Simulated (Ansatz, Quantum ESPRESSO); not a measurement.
# Tb3Al (Pm-3m): zone-centre phonons, part 2 of 3

Wanted: the vibrations of Tb3Al (Pm-3m) at Γ, by two programs.

Quantum ESPRESSO 7.5; DFT PBEsol, scalar-relativistic, plane waves, PseudoDojo norm-conserving, 4f in core pseudopotentials.

So far. Step 2 (A probe with smearing): No gap opens on this mesh, so smearing is kept; the start stands at -2.6 GPa. Step 4 (Self-consistent run for the response): The cell stands at -0.23 GPa, close enough for stiff modes, while soft ones can move. The relaxed cell has a = 4.678 Å (conventional setting).

## 5. Linear response at Γ

At q = 0 one unit cell holds all displacements; symmetry groups them into irreducible representations that are solved one by one. With smeared occupations no response to a homogeneous field can be asked.

File ph.in:

```
phonons
&inputph
   prefix = 'x'
   outdir = './tmp'
   fildyn = 'g.dyn'
   tr2_ph = 1.0d-18
   alpha_mix(1) = 0.4
   nmix_ph = 8
/
0.000000000 0.000000000 0.000000000
```

Command:

```console
> OMP_NUM_THREADS=1 mpirun -n 4 ph.x -nk 4 -in ph.in > ph.out
```

The log of the run:

```text
[banners, grids, parts of the stress and lines that vanish by symmetry left out]
[banner, memory and clock lines left out]
Program PHONON v.7.5

     ./tmp/x.save/

     IMPORTANT: XC functional enforced from input :
     Exchange-correlation= PBESOL
                           (   1   4  10   8   0   0   0)
     Any further DFT definition will be discarded
     Please, verify this is what you really want

     G-vector sticks info

     Reading collected, re-writing distributed wavefunctions in ./tmp/

     Number and degeneracy of irreps per q-point
       N         xq(1)         xq(2)         xq(3)   N irreps
       1   0.000000000   0.000000000   0.000000000       4
        3   3   3   3

     Calculation of q =    0.0000000   0.0000000   0.0000000

     phonons

     bravais-lattice index     =            1
     lattice parameter (alat)  =       8.8407  a.u.
     unit-cell volume          =     690.9684 (a.u.)^3
     number of atoms/cell      =            4
     number of atomic types    =            2
     kinetic-energy cut-off    =      42.0000  Ry
     charge density cut-off    =     168.0000  Ry
     convergence threshold     =      1.0E-18
     beta                      =       0.4000
     number of iterations used =            8
     Exchange-correlation= PBESOL
                           (   1   4  10   8   0   0   0)

     celldm(1)=    8.84069  celldm(2)=    0.00000  celldm(3)=    0.00000
     celldm(4)=    0.00000  celldm(5)=    0.00000  celldm(6)=    0.00000

     crystal axes: (cart. coord. in units of alat)
               a(1) = (  1.0000  0.0000  0.0000 )
               a(2) = (  0.0000  1.0000  0.0000 )
               a(3) = (  0.0000  0.0000  1.0000 )

     reciprocal axes: (cart. coord. in units 2 pi/alat)
               b(1) = (  1.0000  0.0000  0.0000 )
               b(2) = (  0.0000  1.0000  0.0000 )
               b(3) = (  0.0000  0.0000  1.0000 )

     Atoms inside the unit cell:

     Cartesian axes

     site n.  atom      mass           positions (alat units)
        1  Tb    158.9254   tau(    1) = (    0.00000    0.50000    0.50000  )
        2  Tb    158.9254   tau(    2) = (    0.50000    0.50000    0.00000  )
        3  Tb    158.9254   tau(    3) = (    0.50000    0.00000    0.50000  )
        4  Al     26.9815   tau(    4) = (    0.00000    0.00000    0.00000  )

     Computing dynamical matrix for
                    q = (   0.0000000   0.0000000   0.0000000 )

     49 Sym.Ops. (with q -> -q+G )

     G cutoff =  332.5996  (  25413 G-vectors)     FFT grid: ( 40, 40, 40)

     number of k points=    20  Marzari-Vanderbilt smearing, width (Ry)=  0.0200
                       cart. coord. in units 2pi/alat
        k(    1) = (   0.0000000   0.0000000   0.0000000), wk =   0.0092593
        k(    2) = (   0.0000000   0.0000000   0.1666667), wk =   0.0555556
        k(    3) = (   0.0000000   0.0000000   0.3333333), wk =   0.0555556
        [... further k-points left out ...]

     PseudoPot. # 1 for Tb read from file:
     ./pseudo/Tb.upf
     Pseudo is Norm-conserving + core correction, Zval = 11.0
     Using radial grid of 1792 points,  7 beta functions with:
                l(1) =   0
                l(2) =   0
                l(3) =   1
                l(4) =   1
                l(5) =   2
                l(6) =   2
                l(7) =   3

     PseudoPot. # 2 for Al read from file:
     ./pseudo/Al.upf
     Pseudo is Norm-conserving + core correction, Zval =  3.0
     Using radial grid of 1876 points,  6 beta functions with:
                l(1) =   0
                l(2) =   0
                l(3) =   1
                l(4) =   1
                l(5) =   2
                l(6) =   2

     Mode symmetry, O_h (m-3m)  point group:

     Atomic displacements:
     There are    4 irreducible representations

     Representation     1      3 modes -  To be done

     Representation     2      3 modes -  To be done

     Representation     3      3 modes -  To be done

     Representation     4      3 modes -  To be done

     Alpha used in Ewald sum =   1.6000

     Representation #   1 modes #   1   2   3

     Self-consistent Calculation
      thresh= 1.000E-02 alpha_mix =  0.400 |ddv_scf|^2 =  2.741E-06
      thresh= 1.656E-04 alpha_mix =  0.400 |ddv_scf|^2 =  2.335E-07
      thresh= 4.832E-05 alpha_mix =  0.400 |ddv_scf|^2 =  2.154E-09
      thresh= 4.642E-06 alpha_mix =  0.400 |ddv_scf|^2 =  7.872E-11
      thresh= 8.872E-07 alpha_mix =  0.400 |ddv_scf|^2 =  3.636E-12
      thresh= 1.907E-07 alpha_mix =  0.400 |ddv_scf|^2 =  1.638E-13
      thresh= 4.047E-08 alpha_mix =  0.400 |ddv_scf|^2 =  2.127E-14
      thresh= 1.459E-08 alpha_mix =  0.400 |ddv_scf|^2 =  2.479E-16
      thresh= 1.574E-09 alpha_mix =  0.400 |ddv_scf|^2 =  8.893E-18
      thresh= 2.982E-10 alpha_mix =  0.400 |ddv_scf|^2 =  5.953E-19

     End of self-consistent calculation

     Convergence has been achieved

     Representation #   2 modes #   4   5   6

     Self-consistent Calculation
      thresh= 1.000E-02 alpha_mix =  0.400 |ddv_scf|^2 =  3.985E-08
      thresh= 1.996E-05 alpha_mix =  0.400 |ddv_scf|^2 =  3.066E-09
      thresh= 5.538E-06 alpha_mix =  0.400 |ddv_scf|^2 =  1.039E-10
      thresh= 1.020E-06 alpha_mix =  0.400 |ddv_scf|^2 =  9.178E-12
[...]
End of self-consistent calculation

     Convergence has been achieved

     Representation #   3 modes #   7   8   9

     Self-consistent Calculation
[...]
End of self-consistent calculation

     Convergence has been achieved

     Representation #   4 modes #  10  11  12

     Self-consistent Calculation
[...]
thresh= 1.472E-05 alpha_mix =  0.400 |ddv_scf|^2 =  3.293E-10
      thresh= 1.815E-06 alpha_mix =  0.400 |ddv_scf|^2 =  5.805E-12
      thresh= 2.409E-07 alpha_mix =  0.400 |ddv_scf|^2 =  4.942E-13
      thresh= 7.030E-08 alpha_mix =  0.400 |ddv_scf|^2 =  6.864E-15
      thresh= 8.285E-09 alpha_mix =  0.400 |ddv_scf|^2 =  2.513E-17
      thresh= 5.013E-10 alpha_mix =  0.400 |ddv_scf|^2 =  6.241E-18
      thresh= 2.498E-10 alpha_mix =  0.400 |ddv_scf|^2 =  1.834E-20

     End of self-consistent calculation

     Convergence has been achieved

     Number of q in the star =    1
     List of q in the star:
          1   0.000000000   0.000000000   0.000000000

     Diagonalizing the dynamical matrix

     q = (    0.000000000   0.000000000   0.000000000 )

 **************************************************************************
     freq (    1) =      -0.134904 [THz] =      -4.499911 [cm-1]
     freq (    2) =      -0.134904 [THz] =      -4.499911 [cm-1]
     freq (    3) =      -0.134904 [THz] =      -4.499911 [cm-1]
     freq (    4) =       2.485656 [THz] =      82.912574 [cm-1]
     freq (    5) =       2.485656 [THz] =      82.912574 [cm-1]
     freq (    6) =       2.485656 [THz] =      82.912574 [cm-1]
     freq (    7) =       4.177775 [THz] =     139.355559 [cm-1]
     freq (    8) =       4.177775 [THz] =     139.355559 [cm-1]
     freq (    9) =       4.177775 [THz] =     139.355559 [cm-1]
     freq (   10) =       5.661577 [THz] =     188.849888 [cm-1]
     freq (   11) =       5.661577 [THz] =     188.849888 [cm-1]
     freq (   12) =       5.661577 [THz] =     188.849888 [cm-1]
 **************************************************************************

     Mode symmetry, O_h (m-3m)  point group:

     freq (   1-   3) =         -4.5  [cm-1]   --> T_1u G_15  G_4- I
     freq (   4-   6) =         82.9  [cm-1]   --> T_2u G_25  G_5-
     freq (   7-   9) =        139.4  [cm-1]   --> T_1u G_15  G_4- I
     freq (  10-  12) =        188.8  [cm-1]   --> T_1u G_15  G_4- I
```

It took 3 min on 4 MPI ranks of Arm Neoverse V2, shared host; 12 min of CPU time.

This step gave:

- largest acoustic frequency at the zone centre before the sum rule: -4.5 cm⁻¹
- highest optical zone-centre mode (no LO-TO term): 188.8 cm⁻¹
- lowest optical zone-centre mode: 82.91 cm⁻¹

The acoustic modes at Γ come out as far as 4.5 cm⁻¹ from zero, where they should vanish, a small numerical error.

## 6. Modes with the sum rule

A rigid shift of the crystal must cost nothing, but grids and finite bases break this; the acoustic sum rule is imposed before the matrix is diagonalised again.

File dynmat.in:

```
&input
   fildyn = 'g.dyn'
   asr = 'simple'
   fileig = 'dynmat.eig'
/
```

Command:

```console
> dynmat.x -in dynmat.in > dynmat.out
```

The log of the run:

```text
[banner, memory and clock lines left out]
Program DYNMAT v.7.5

     Reading Dynamical Matrix from file g.dyn
     ...Force constants read
     ...epsilon and Z* not read (not found on file)
     A direction for q was not specified:TO-LO splitting will be absent

     Polarizability (A^3 units)
     multiply by 1.000000 for Clausius-Mossotti correction
         0.000000    0.000000    0.000000
         0.000000    0.000000    0.000000
         0.000000    0.000000    0.000000

     IR activities are in (D/A)^2/amu units

# mode   [cm-1]    [THz]      IR
    1     -0.00   -0.0000    0.0000
    2     -0.00   -0.0000    0.0000
    3     -0.00   -0.0000    0.0000
    4     83.04    2.4895    0.0000
    5     83.04    2.4895    0.0000
    6     83.04    2.4895    0.0000
    7    139.43    4.1801    0.0000
    8    139.43    4.1801    0.0000
    9    139.43    4.1801    0.0000
   10    188.86    5.6619    0.0000
   11    188.86    5.6619    0.0000
   12    188.86    5.6619    0.0000

[end of the log left out, with the tail of the file of modes that dynmat.x writes under the same name]
```

It took 0.47 s on 1 thread.

This step gave:

```
highest optical zone-centre mode (no LO-TO term) : 188.9 cm⁻¹
lowest optical zone-centre mode                  : 83.04 cm⁻¹
```

Unit eigenvectors of the mass-weighted matrix after the sum rule; no LO-TO term. The modes at Γ (shares of kinetic energy by element, %):

```
mode  frequency (cm⁻¹)  symmetry  Tb %  Al %
   1               0.0  acoustic    95     5
   2               0.0  acoustic    95     5
   3               0.0  acoustic    95     5
   4              83.0       T2u   100     0
   5              83.0       T2u   100     0
   6              83.0       T2u   100     0
   7             139.4       T1u   100     0
   8             139.4       T1u   100     0
   9             139.4       T1u   100     0
  10             188.9       T1u     5    95
  11             188.9       T1u     5    95
  12             188.9       T1u     5    95
```

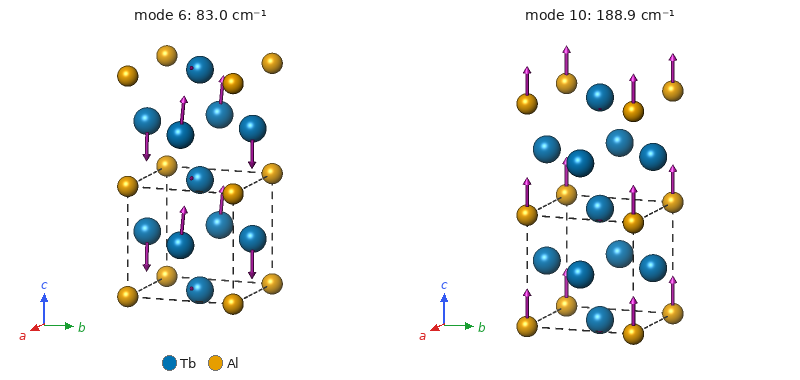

Displacement patterns of modes 6 and 10 at Γ; arrows are exaggerated. 1×1×2 cells are drawn. Some periodic images of atoms are drawn too.

The rule moves no optical mode by more than 0.2 cm⁻¹.

## 7. Sum rules set otherwise: a sum rule for molecules or wires on a crystal

This rule also removes rotations, which suits molecules and not a crystal; it is tried to see the harm.

File dynmat.in:

```
&input
   fildyn = 'g.dyn'
   asr = 'zero-dim'
   fileig = 'dynmat.eig'
/
```

Command:

```console
> dynmat.x -in dynmat.in > dynmat.out
```

The log of the run:

```text
[banner, memory and clock lines left out]
Program DYNMAT v.7.5

     Reading Dynamical Matrix from file g.dyn
     ...Force constants read
     ...epsilon and Z* not read (not found on file)
     Acoustic Sum Rule: || Z*(ASR) - Z*(orig)|| =    0.000000E+00
     Acoustic Sum Rule: ||dyn(ASR) - dyn(orig)||=    2.336721E-01
     A direction for q was not specified:TO-LO splitting will be absent

     Polarizability (A^3 units)
     multiply by 1.000000 for Clausius-Mossotti correction
         0.000000    0.000000    0.000000
         0.000000    0.000000    0.000000
         0.000000    0.000000    0.000000

     IR activities are in (D/A)^2/amu units

# mode   [cm-1]    [THz]      IR
    1     -0.00   -0.0000    0.0000
    2     -0.00   -0.0000    0.0000
    3     -0.00   -0.0000    0.0000
    4     -0.00   -0.0000    0.0000
    5      0.00    0.0000    0.0000
    6      0.00    0.0000    0.0000
    7    101.37    3.0391    0.0000
    8    101.37    3.0391    0.0000
    9    139.36    4.1778    0.0000
   10    179.19    5.3720    0.0000
   11    179.19    5.3720    0.0000
   12    188.79    5.6598    0.0000

[end of the log left out, with the tail of the file of modes that dynmat.x writes under the same name]
```

Elapsed: 0.47 s, on 1 thread.

The run ended normally, but on settings that are not sound.

The fault: a sum rule for molecules or wires on a crystal; 3 optical modes are projected out to zero frequency, as if they were rotations.

For a crystal the rule has to be 'simple' or 'crystal'.

Zone-centre frequencies as printed; negative means imaginary. Modes:

```
mode  frequency (cm⁻¹)
   1                 0
   2                 0
   3                 0
   4                 0
   5                 0
   6                 0
   7             101.4
   8             101.4
   9             139.4
  10             179.2
  11             179.2
  12             188.8
```

## 8. Sum rules set otherwise (asr crystal)

The rule can be imposed in more than one way; the choices should agree where the raw error is small.

File dynmat.in:

```
&input
   fildyn = 'g.dyn'
   asr = 'crystal'
   fileig = 'dynmat.eig'
/
```

Command:

```console
> dynmat.x -in dynmat.in > dynmat.out
```

The log of the run:

```text
[banner, memory and clock lines left out]
Program DYNMAT v.7.5

     Reading Dynamical Matrix from file g.dyn
     ...Force constants read
     ...epsilon and Z* not read (not found on file)
     Acoustic Sum Rule: || Z*(ASR) - Z*(orig)|| =    0.000000E+00
     Acoustic Sum Rule: ||dyn(ASR) - dyn(orig)||=    4.264827E-04
     A direction for q was not specified:TO-LO splitting will be absent

     Polarizability (A^3 units)
     multiply by 1.000000 for Clausius-Mossotti correction
         0.000000    0.000000    0.000000
         0.000000    0.000000    0.000000
         0.000000    0.000000    0.000000

     IR activities are in (D/A)^2/amu units

# mode   [cm-1]    [THz]      IR
    1     -0.00   -0.0000    0.0000
    2      0.00    0.0000    0.0000
    3      0.00    0.0000    0.0000
    4     82.91    2.4857    0.0000
    5     82.91    2.4857    0.0000
    6     82.91    2.4857    0.0000
    7    139.36    4.1778    0.0000
    8    139.36    4.1778    0.0000
    9    139.36    4.1778    0.0000
   10    188.79    5.6598    0.0000
   11    188.79    5.6598    0.0000
   12    188.79    5.6598    0.0000

[end of the log left out, with the tail of the file of modes that dynmat.x writes under the same name]
```

Wall time 0.47 s (1 thread).

Numbers from this step:

```
highest optical zone-centre mode (no LO-TO term) : 188.8 cm⁻¹
lowest optical zone-centre mode                  : 82.91 cm⁻¹
```

Zone-centre frequencies as printed; negative means imaginary. Modes:

```
mode  frequency (cm⁻¹)
   1                 0
   2                 0
   3                 0
   4             82.91
   5             82.91
   6             82.91
   7             139.4
   8             139.4
   9             139.4
  10             188.8
  11             188.8
  12             188.8
```

Against the first rule no mode moves by more than 0.2 cm⁻¹.

(Part 2 of 3 ends here.)

[Host names and launcher messages were left out of these logs when they were recorded.]

[Logs are printed without paths, hosts, clocks, repeated set-up lines and the standing remarks that a program may print on its own settings, such as how far it seeks lower states.]

[Hosts, paths, dates, database ids (printed as entryN), source tags and the programs' standing remarks are cut or masked in the printed files.]
